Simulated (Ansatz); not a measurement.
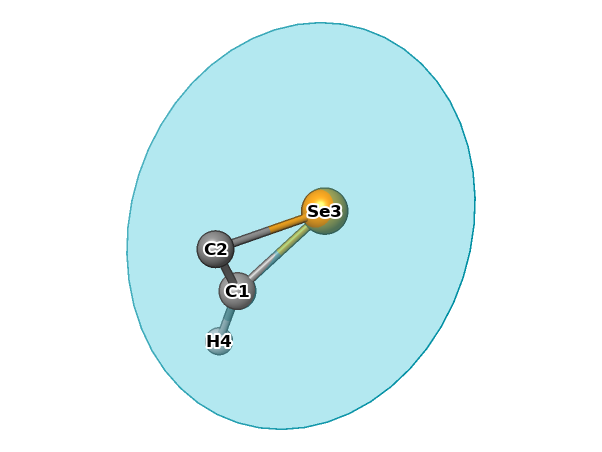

A disc through the centre of mass is drawn in. Distant atoms are faded towards the background colour. State: charge +1, singlet. Computed geometry: PBE0-D4/def2-TZVP optimisation. No frequency run is at hand to confirm it as a minimum.

Is the plane of the disc a mirror plane of the structure?

No. The point group is Cs, with 1 mirror plane, and this plane isn't one of its mirror planes.
